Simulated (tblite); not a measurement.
## Run report: CH$_{8}$NSi$_{2}$, geometry relaxation (part 1 of 2)

The run: geometry relaxation of CH$_{8}$NSi$_{2}$, multiplicity 2. Method and program: GFN2-xTB geometry optimisation, gas phase (tblite 0.8.0).

It belongs to a series of runs on one base structure; here: H removed from N.

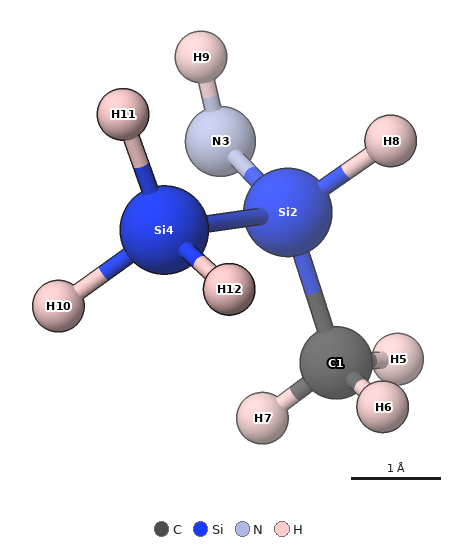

*The starting structure (ball-and-stick view, seen at a tilt; atoms are numbered from 1 in the order of the input).*

Bond lengths as drawn: C–H 1.09 to 1.10 Å, C–Si 1.85 Å, H–N 1.02 Å, H–Si 1.47 to 1.50 Å, N–Si 1.76 Å and Si–Si 2.33 Å.

Summary:

```tsv
quantity	value
outcome	converged
total energy	−341.0601 eV
hardware	1 CPU thread, shared host
peak memory	0.18 GiB
```

The input:
```
{"job": {"kind": "relax", "xc": "GFN2-xTB", "basis": "xTB"}, "charge": 0, "multiplicity": 2}
C     -1.397400    -1.077100     0.092100
Si    -0.462600     0.504300    -0.157000
N     -0.886500     1.669500     1.098700
Si     1.811400    -0.015300    -0.210400
H     -2.485800    -0.889300     0.090100
H     -1.194600    -1.794300    -0.705700
H     -1.160100    -1.545700     1.044700
H     -0.829600     1.105000    -1.449500
H     -0.401400     2.544600     0.878200
H      2.268400    -0.686500     1.056700
H      2.664600     1.171300    -0.453600
H      2.074700    -0.987000    -1.310100
```

The first line tells a small driver script what to run in tblite; the rest is the geometry in Å.

Run as:
```bash
OMP_NUM_THREADS=1 python <driver script> task.json out
```

Log:
```
step      E/eV     max force
  0    -340.53713    3.593
  1    -340.79482    1.152
  2    -340.84285    1.137
  3    -340.87225    0.624
  4    -340.92533    0.569
  5    -340.95065    0.661
  6    -340.99326    0.635
  7    -341.00867    0.387
  8    -341.01937    0.361
  9    -341.02687    0.341
 10    -341.03639    0.264
 11    -341.04238    0.187
 12    -341.04564    0.132
 13    -341.04724    0.111
 14    -341.04923    0.123
 15    -341.05100    0.132
 16    -341.05227    0.130
 17    -341.05313    0.084
 18    -341.05399    0.080
 19    -341.05488    0.085
 20    -341.05560    0.067
 21    -341.05597    0.049
 22    -341.05618    0.042
 23    -341.05648    0.054
 24    -341.05690    0.081
 25    -341.05732    0.076
 26    -341.05755    0.041
 27    -341.05767    0.036
 28    -341.05777    0.036
 29    -341.05794    0.059
 30    -341.05819    0.069
 31    -341.05842    0.048
 32    -341.05855    0.035
 33    -341.05862    0.029
 34    -341.05867    0.024
 35    -341.05873    0.025
 36    -341.05878    0.020
 37    -341.05883    0.028
 38    -341.05889    0.030
 39    -341.05896    0.030
 40    -341.05904    0.029
 41    -341.05912    0.025
 42    -341.05920    0.023
 43    -341.05927    0.020
 44    -341.05932    0.018
 45    -341.05935    0.016
 46    -341.05938    0.016
 47    -341.05942    0.020
 48    -341.05945    0.015
 49    -341.05947    0.012
 50    -341.05948    0.012
 51    -341.05949    0.014
 52    -341.05952    0.024
 53    -341.05957    0.029
 54    -341.05962    0.023
 55    -341.05965    0.015
 56    -341.05967    0.016
 57    -341.05970    0.019
 58    -341.05975    0.030
 59    -341.05982    0.031
 60    -341.05988    0.019
 61    -341.05990    0.011
 62    -341.05991    0.014
 63    -341.05993    0.014
 64    -341.05996    0.016
 65    -341.06001    0.018
 66    -341.06005    0.014
 67    -341.06007    0.010
```

Trajectory as extended XYZ (Å, eV, eV/Å), 39 of the 68 frames kept, from step=0 to step=67:
```
12
Properties=species:S:1:pos:R:3:forces:R:3 step=0 energy=-340.53713
C    -1.3974   -1.0771    0.0921   -0.9020  -0.8430   0.0390
Si   -0.4626    0.5043   -0.1570   -1.1010   2.8360   1.9120
N    -0.8865    1.6695    1.0987    1.4680  -1.6170  -2.1200
Si    1.8114   -0.0153   -0.2104    0.8580  -0.4780   0.2330
H    -2.4858   -0.8893    0.0901    0.5900  -0.0600  -0.0010
H    -1.1946   -1.7943   -0.7057   -0.0320   0.0310   0.1520
H    -1.1601   -1.5457    1.0447   -0.0080   0.0070  -0.0940
H    -0.8296    1.1050   -1.4495    0.2250  -0.1740  -0.2650
H    -0.4014    2.5446    0.8782   -0.4450  -0.1000   0.3520
H     2.2684   -0.6865    1.0567   -0.2570   0.3520  -0.5400
H     2.6646    1.1713   -0.4536   -0.2810  -0.2380   0.0720
H     2.0747   -0.9870   -1.3101   -0.1150   0.2840   0.2610
12
Properties=species:S:1:pos:R:3:forces:R:3 step=2 energy=-340.84285
C    -1.4111   -1.0906    0.0934    0.1600   0.1120   0.0240
Si   -0.4982    0.5636   -0.1202   -0.3810  -0.5680  -0.9080
N    -0.8422    1.6405    1.0541    0.3890   0.4590   0.8000
Si    1.8353   -0.0293   -0.2042    0.1640  -0.1010   0.0080
H    -2.4751   -0.8907    0.0900   -0.0390  -0.0260   0.0030
H    -1.1950   -1.7950   -0.7032    0.0220  -0.0180   0.0040
H    -1.1606   -1.5471    1.0434   -0.0140  -0.0690   0.0250
H    -0.8200    1.0974   -1.4588    0.2770  -0.2530  -0.2930
H    -0.4181    2.5406    0.8917   -0.2140   0.3520   0.3040
H     2.2605   -0.6760    1.0414   -0.0980   0.0990  -0.0700
H     2.6554    1.1642   -0.4512   -0.1700  -0.0790   0.0460
H     2.0704   -0.9783   -1.3024   -0.0970   0.0920   0.0570
12
Properties=species:S:1:pos:R:3:forces:R:3 step=4 energy=-340.92533
C    -1.4069   -1.0903    0.0954   -0.1190  -0.1070  -0.0220
Si   -0.5458    0.5671   -0.1509    0.1660   0.3230   0.3050
N    -0.7871    1.6388    1.0779    0.3710  -0.2790  -0.0010
Si    1.8550   -0.0414   -0.2013   -0.4730   0.2460  -0.1160
H    -2.4734   -0.8940    0.0904   -0.0540  -0.0990   0.0190
H    -1.1936   -1.7970   -0.7015    0.0260  -0.0040   0.0170
H    -1.1617   -1.5527    1.0446    0.0350   0.0260   0.0020
H    -0.7947    1.0745   -1.4902    0.0860  -0.1350  -0.5460
H    -0.4404    2.5718    0.9209   -0.1150   0.2060   0.1880
H     2.2500   -0.6648    1.0317    0.0690  -0.1630   0.3840
H     2.6385    1.1559   -0.4468    0.0170   0.1520  -0.0150
H     2.0613   -0.9685   -1.2961   -0.0080  -0.1670  -0.2160
12
Properties=species:S:1:pos:R:3:forces:R:3 step=5 energy=-340.95065
C    -1.4072   -1.0919    0.0959   -0.1330  -0.0640  -0.0210
Si   -0.5624    0.5734   -0.1589    0.3040   0.4140   0.4160
N    -0.7577    1.6357    1.0877    0.3180  -0.2700  -0.1410
Si    1.8554   -0.0425   -0.2020   -0.5390   0.2190  -0.0580
H    -2.4736   -0.8970    0.0909   -0.0840  -0.1220   0.0220
H    -1.1926   -1.7980   -0.7006    0.0310  -0.0090   0.0030
H    -1.1615   -1.5546    1.0452    0.0470   0.0570  -0.0070
H    -0.7828    1.0628   -1.5121    0.0400  -0.1360  -0.4710
H    -0.4523    2.5864    0.9362   -0.1130   0.0560   0.1620
H     2.2468   -0.6629    1.0340    0.0650  -0.1640   0.3640
H     2.6319    1.1551   -0.4452    0.0610   0.2090  -0.0320
H     2.0573   -0.9673   -1.2971    0.0020  -0.1910  -0.2370
12
Properties=species:S:1:pos:R:3:forces:R:3 step=7 energy=-341.00867
C    -1.4114   -1.0933    0.0961   -0.0140   0.1740  -0.0310
Si   -0.5863    0.6005   -0.1698    0.3800   0.0720  -0.0150
N    -0.6720    1.6279    1.1091    0.0930  -0.0070  -0.1300
Si    1.8332   -0.0388   -0.2028   -0.2270  -0.0130   0.1040
H    -2.4799   -0.9111    0.0932   -0.1010  -0.1290   0.0190
H    -1.1882   -1.8005   -0.6987    0.0310   0.0520   0.0100
H    -1.1586   -1.5555    1.0458    0.0520   0.1330  -0.0500
H    -0.7518    1.0253   -1.5818   -0.0300  -0.1840   0.0500
H    -0.4886    2.6165    0.9830   -0.0610  -0.1800   0.1090
H     2.2398   -0.6634    1.0514   -0.0650   0.0140  -0.0400
H     2.6180    1.1630   -0.4430   -0.0160   0.0770  -0.0190
H     2.0470   -0.9715   -1.3086   -0.0430  -0.0100  -0.0060
12
Properties=species:S:1:pos:R:3:forces:R:3 step=9 energy=-341.02687
C    -1.4138   -1.0829    0.0937    0.0320   0.1070  -0.0270
Si   -0.5648    0.6096   -0.1751    0.1250  -0.2230  -0.2260
N    -0.6426    1.6237    1.1099    0.0240  -0.0400   0.0240
Si    1.8092   -0.0357   -0.1983    0.1150  -0.0250   0.0060
H    -2.4883   -0.9237    0.0952    0.0160  -0.0290  -0.0020
H    -1.1848   -1.7966   -0.6970    0.0220   0.1170   0.0310
H    -1.1539   -1.5459    1.0424    0.0460   0.1570  -0.0530
H    -0.7453    1.0023   -1.6005   -0.0180  -0.1340   0.1370
H    -0.5020    2.6165    1.0036   -0.0100  -0.0010   0.0760
H     2.2341   -0.6641    1.0566   -0.1130   0.0700  -0.1510
H     2.6124    1.1701   -0.4435   -0.1500  -0.1230   0.0250
H     2.0410   -0.9739   -1.3129   -0.0890   0.1240   0.1590
12
Properties=species:S:1:pos:R:3:forces:R:3 step=11 energy=-341.04238
C    -1.4148   -1.0668    0.0895    0.0240  -0.0330  -0.0010
Si   -0.5385    0.6087   -0.1899   -0.1160  -0.1460  -0.0100
N    -0.6094    1.6129    1.1065    0.0100  -0.0250  -0.0320
Si    1.7954   -0.0347   -0.1937    0.1470   0.0370  -0.0800
H    -2.4942   -0.9372    0.0967    0.0850   0.1050  -0.0230
H    -1.1797   -1.7847   -0.6936    0.0330   0.0720  -0.0300
H    -1.1457   -1.5249    1.0359    0.0590   0.1230   0.0290
H    -0.7399    0.9701   -1.6107   -0.0180  -0.0290   0.0010
H    -0.5165    2.6149    1.0298    0.0100  -0.0760   0.0330
H     2.2201   -0.6598    1.0512   -0.0590  -0.0090   0.0070
H     2.5960    1.1683   -0.4422   -0.1060  -0.0760   0.0190
H     2.0284   -0.9674   -1.3056   -0.0700   0.0570   0.0880
12
Properties=species:S:1:pos:R:3:forces:R:3 step=12 energy=-341.04564
C    -1.4143   -1.0640    0.0887    0.0210  -0.0500   0.0070
Si   -0.5366    0.6052   -0.1932   -0.0930  -0.0470   0.0510
N    -0.6028    1.6094    1.1040    0.0020  -0.0550  -0.0350
Si    1.7977   -0.0345   -0.1942    0.0210   0.0380  -0.0350
H    -2.4931   -0.9372    0.0964    0.0580   0.1160  -0.0230
H    -1.1779   -1.7804   -0.6936    0.0370   0.0270  -0.0520
H    -1.1426   -1.5176    1.0352    0.0610   0.0890   0.0570
H    -0.7395    0.9630   -1.6112   -0.0230  -0.0100  -0.0520
H    -0.5189    2.6125    1.0356    0.0180  -0.0740   0.0140
H     2.2154   -0.6585    1.0489   -0.0310  -0.0410   0.0730
H     2.5898    1.1655   -0.4414   -0.0290   0.0280  -0.0030
H     2.0241   -0.9640   -1.3012   -0.0430  -0.0190  -0.0030
12
Properties=species:S:1:pos:R:3:forces:R:3 step=14 energy=-341.04923
C    -1.4123   -1.0642    0.0883    0.0240  -0.0190   0.0060
Si   -0.5404    0.5998   -0.1955    0.0040   0.0750  -0.0190
N    -0.5951    1.6031    1.1014   -0.0200  -0.0650   0.0150
Si    1.7998   -0.0328   -0.1954   -0.0820  -0.0210   0.0690
H    -2.4890   -0.9306    0.0949    0.0160   0.0730  -0.0100
H    -1.1739   -1.7753   -0.6966    0.0270  -0.0310  -0.0270
H    -1.1360   -1.5057    1.0382    0.0380   0.0250   0.0480
H    -0.7398    0.9547   -1.6159   -0.0280  -0.0100  -0.0360
H    -0.5208    2.6066    1.0427    0.0260  -0.0500  -0.0060
H     2.2087   -0.6595    1.0509   -0.0280  -0.0250   0.0450
H     2.5826    1.1659   -0.4410    0.0410   0.1140  -0.0210
H     2.0173   -0.9626   -1.2980   -0.0170  -0.0670  -0.0630
12
Properties=species:S:1:pos:R:3:forces:R:3 step=16 energy=-341.05227
C    -1.4086   -1.0644    0.0880    0.0380   0.0410  -0.0060
Si   -0.5413    0.5981   -0.2006    0.0380   0.0910  -0.0840
N    -0.5877    1.5933    1.1008   -0.0360  -0.0540   0.0570
Si    1.7957   -0.0315   -0.1929   -0.0120  -0.0290   0.0410
H    -2.4840   -0.9201    0.0929    0.0200   0.0080   0.0050
H    -1.1679   -1.7715   -0.7006   -0.0010  -0.0540   0.0470
H    -1.1266   -1.4911    1.0435   -0.0050  -0.0260  -0.0120
H    -0.7420    0.9444   -1.6239   -0.0300   0.0060  -0.0200
H    -0.5215    2.5967    1.0507    0.0310  -0.0040  -0.0090
H     2.1996   -0.6623    1.0563   -0.0330   0.0080  -0.0110
H     2.5768    1.1729   -0.4418    0.0040   0.0310  -0.0020
H     2.0086   -0.9651   -1.2984   -0.0140  -0.0170  -0.0060
12
Properties=species:S:1:pos:R:3:forces:R:3 step=18 energy=-341.05399
C    -1.4040   -1.0619    0.0873    0.0330   0.0410  -0.0130
Si   -0.5383    0.6022   -0.2074    0.0030   0.0080  -0.0180
N    -0.5887    1.5857    1.1032   -0.0260  -0.0310   0.0210
Si    1.7930   -0.0318   -0.1898    0.0510   0.0150  -0.0460
H    -2.4794   -0.9133    0.0920    0.0430  -0.0120   0.0060
H    -1.1648   -1.7730   -0.6995   -0.0100  -0.0310   0.0730
H    -1.1219   -1.4847    1.0455   -0.0150  -0.0150  -0.0440
H    -0.7464    0.9407   -1.6286   -0.0260   0.0330  -0.0520
H    -0.5187    2.5887    1.0532    0.0270   0.0160   0.0130
H     2.1929   -0.6639    1.0591   -0.0230   0.0090  -0.0050
H     2.5742    1.1784   -0.4423   -0.0410  -0.0590   0.0190
H     2.0032   -0.9677   -1.2987   -0.0150   0.0260   0.0460
12
Properties=species:S:1:pos:R:3:forces:R:3 step=19 energy=-341.05488
C    -1.4004   -1.0594    0.0866    0.0180   0.0160  -0.0110
Si   -0.5368    0.6054   -0.2116   -0.0100  -0.0310   0.0250
N    -0.5906    1.5811    1.1053   -0.0130   0.0140  -0.0190
Si    1.7930   -0.0320   -0.1890    0.0430   0.0290  -0.0640
H    -2.4758   -0.9100    0.0918    0.0420  -0.0120   0.0030
H    -1.1636   -1.7753   -0.6967   -0.0060  -0.0160   0.0610
H    -1.1201   -1.4825    1.0453   -0.0080   0.0020  -0.0390
H    -0.7495    0.9402   -1.6323   -0.0200   0.0440  -0.0580
H    -0.5162    2.5847    1.0544    0.0210  -0.0110   0.0300
H     2.1889   -0.6644    1.0602   -0.0160   0.0060   0.0040
H     2.5721    1.1800   -0.4422   -0.0410  -0.0710   0.0220
H     2.0002   -0.9686   -1.2979   -0.0100   0.0280   0.0470
12
Properties=species:S:1:pos:R:3:forces:R:3 step=21 energy=-341.05597
C    -1.3951   -1.0563    0.0855   -0.0060  -0.0230   0.0010
Si   -0.5354    0.6076   -0.2159   -0.0100  -0.0270   0.0070
N    -0.5954    1.5760    1.1063    0.0020   0.0230  -0.0430
Si    1.7948   -0.0315   -0.1900   -0.0240   0.0060  -0.0110
H    -2.4695   -0.9056    0.0915    0.0030  -0.0070  -0.0030
H    -1.1622   -1.7790   -0.6910    0.0100  -0.0160   0.0080
H    -1.1179   -1.4795    1.0439    0.0120   0.0130   0.0050
H    -0.7550    0.9427   -1.6378   -0.0040   0.0390  -0.0200
H    -0.5112    2.5789    1.0564    0.0160   0.0020   0.0430
H     2.1831   -0.6646    1.0613   -0.0100   0.0100   0.0010
H     2.5687    1.1794   -0.4412    0.0040  -0.0160   0.0090
H     1.9964   -0.9688   -1.2950    0.0060  -0.0040   0.0030
12
Properties=species:S:1:pos:R:3:forces:R:3 step=23 energy=-341.05648
C    -1.3936   -1.0567    0.0851   -0.0050  -0.0160   0.0030
Si   -0.5361    0.6067   -0.2179    0.0000   0.0210  -0.0470
N    -0.5957    1.5753    1.1039   -0.0010   0.0040  -0.0250
Si    1.7936   -0.0310   -0.1912   -0.0430  -0.0170   0.0270
H    -2.4670   -0.9049    0.0912   -0.0230  -0.0120  -0.0030
H    -1.1608   -1.7817   -0.6883    0.0130  -0.0250  -0.0150
H    -1.1161   -1.4773    1.0438    0.0160   0.0060   0.0300
H    -0.7568    0.9458   -1.6420    0.0030   0.0190   0.0290
H    -0.5087    2.5779    1.0613    0.0160   0.0090   0.0280
H     2.1799   -0.6637    1.0617   -0.0120   0.0140  -0.0090
H     2.5673    1.1779   -0.4400    0.0260   0.0180   0.0000
H     1.9952   -0.9690   -1.2936    0.0110  -0.0200  -0.0170
12
Properties=species:S:1:pos:R:3:forces:R:3 step=25 energy=-341.05732
C    -1.3905   -1.0584    0.0845    0.0030   0.0070  -0.0010
Si   -0.5372    0.6069   -0.2255   -0.0090   0.0500  -0.0560
N    -0.5966    1.5738    1.0973   -0.0010  -0.0120   0.0070
Si    1.7877   -0.0308   -0.1920   -0.0120  -0.0160   0.0180
H    -2.4636   -0.9045    0.0904   -0.0250  -0.0320  -0.0030
H    -1.1569   -1.7892   -0.6835    0.0060  -0.0090  -0.0170
H    -1.1112   -1.4721    1.0458    0.0070   0.0120   0.0270
H    -0.7605    0.9537   -1.6489    0.0040  -0.0030   0.0510
H    -0.5020    2.5762    1.0733    0.0100  -0.0030  -0.0040
H     2.1723   -0.6612    1.0623   -0.0130   0.0080  -0.0030
H     2.5663    1.1761   -0.4377    0.0200   0.0140  -0.0040
H     1.9935   -0.9712   -1.2920    0.0100  -0.0150  -0.0140
12
Properties=species:S:1:pos:R:3:forces:R:3 step=26 energy=-341.05755
C    -1.3894   -1.0588    0.0842    0.0020   0.0110  -0.0020
Si   -0.5375    0.6080   -0.2289   -0.0160   0.0310  -0.0210
N    -0.5974    1.5731    1.0951    0.0020  -0.0120   0.0130
Si    1.7856   -0.0310   -0.1920    0.0060  -0.0050  -0.0020
H    -2.4629   -0.9050    0.0901   -0.0120  -0.0370  -0.0030
H    -1.1556   -1.7919   -0.6822    0.0020   0.0050  -0.0060
H    -1.1094   -1.4701    1.0470    0.0020   0.0200   0.0110
H    -0.7619    0.9565   -1.6499    0.0000  -0.0010   0.0260
H    -0.4994    2.5753    1.0769    0.0080  -0.0070  -0.0120
H     2.1695   -0.6603    1.0625   -0.0120   0.0030   0.0050
H     2.5665    1.1758   -0.4370    0.0090  -0.0010  -0.0020
H     1.9932   -0.9723   -1.2918    0.0080  -0.0070  -0.0060
12
Properties=species:S:1:pos:R:3:forces:R:3 step=28 energy=-341.05777
C    -1.3888   -1.0584    0.0839   -0.0040   0.0060  -0.0030
Si   -0.5385    0.6101   -0.2315   -0.0160  -0.0090   0.0310
N    -0.5978    1.5723    1.0946    0.0030  -0.0030   0.0140
Si    1.7848   -0.0313   -0.1922    0.0130   0.0050  -0.0170
H    -2.4632   -0.9075    0.0897    0.0030  -0.0310  -0.0030
H    -1.1547   -1.7929   -0.6818    0.0050   0.0170   0.0070
H    -1.1084   -1.4678    1.0481    0.0010   0.0260  -0.0090
H    -0.7628    0.9581   -1.6491   -0.0080   0.0110  -0.0200
H    -0.4975    2.5743    1.0781    0.0060  -0.0070  -0.0110
H     2.1673   -0.6596    1.0628   -0.0110  -0.0010   0.0100
H     2.5671    1.1755   -0.4368    0.0020  -0.0120  -0.0010
H     1.9936   -0.9732   -1.2920    0.0060  -0.0010   0.0020
12
Properties=species:S:1:pos:R:3:forces:R:3 step=30 energy=-341.05819
C    -1.3880   -1.0569    0.0831   -0.0170  -0.0100   0.0000
Si   -0.5423    0.6133   -0.2346    0.0000  -0.0410   0.0550
N    -0.5973    1.5701    1.0952    0.0030   0.0060   0.0150
Si    1.7839   -0.0319   -0.1939    0.0020   0.0030  -0.0070
H    -2.4638   -0.9163    0.0886    0.0020  -0.0040  -0.0020
H    -1.1518   -1.7934   -0.6803    0.0230   0.0150   0.0140
H    -1.1057   -1.4599    1.0496    0.0050   0.0160  -0.0200
H    -0.7651    0.9622   -1.6500   -0.0140   0.0200  -0.0490
H    -0.4932    2.5717    1.0804    0.0050   0.0010  -0.0060
H     2.1611   -0.6580    1.0643   -0.0130   0.0010  -0.0010
H     2.5686    1.1737   -0.4364    0.0020  -0.0090  -0.0040
H     1.9948   -0.9754   -1.2921    0.0040   0.0020   0.0060
12
Properties=species:S:1:pos:R:3:forces:R:3 step=32 energy=-341.05855
C    -1.3876   -1.0562    0.0821   -0.0140  -0.0090   0.0010
Si   -0.5462    0.6146   -0.2367    0.0080  -0.0100   0.0080
N    -0.5973    1.5679    1.0958    0.0030   0.0000   0.0120
Si    1.7823   -0.0322   -0.1960   -0.0090  -0.0010   0.0060
H    -2.4640   -0.9252    0.0872   -0.0140   0.0160  -0.0030
H    -1.1468   -1.7943   -0.6774    0.0340   0.0000   0.0060
H    -1.1018   -1.4501    1.0507    0.0040  -0.0100  -0.0060
H    -0.7690    0.9688   -1.6536   -0.0080   0.0050  -0.0070
H    -0.4872    2.5687    1.0837    0.0030   0.0090  -0.0060
H     2.1526   -0.6560    1.0659   -0.0130   0.0010  -0.0100
H     2.5702    1.1713   -0.4360    0.0040  -0.0020  -0.0080
H     1.9960   -0.9779   -1.2917    0.0010   0.0020   0.0050
12
Properties=species:S:1:pos:R:3:forces:R:3 step=34 energy=-341.05867
C    -1.3882   -1.0566    0.0819    0.0020   0.0030   0.0000
Si   -0.5465    0.6140   -0.2364   -0.0020   0.0150  -0.0130
N    -0.5982    1.5675    1.0964    0.0070  -0.0030   0.0010
Si    1.7815   -0.0322   -0.1964   -0.0060   0.0040   0.0000
H    -2.4647   -0.9262    0.0866   -0.0070   0.0070  -0.0060
H    -1.1434   -1.7946   -0.6763    0.0200  -0.0020   0.0010
H    -1.1006   -1.4484    1.0506   -0.0040  -0.0150   0.0040
H    -0.7709    0.9713   -1.6543   -0.0020  -0.0060   0.0230
H    -0.4850    2.5681    1.0837    0.0010   0.0030  -0.0050
H     2.1498   -0.6555    1.0658   -0.0110  -0.0020  -0.0020
H     2.5710    1.1704   -0.4364    0.0010  -0.0030  -0.0070
H     1.9965   -0.9785   -1.2912    0.0000   0.0010   0.0030
```
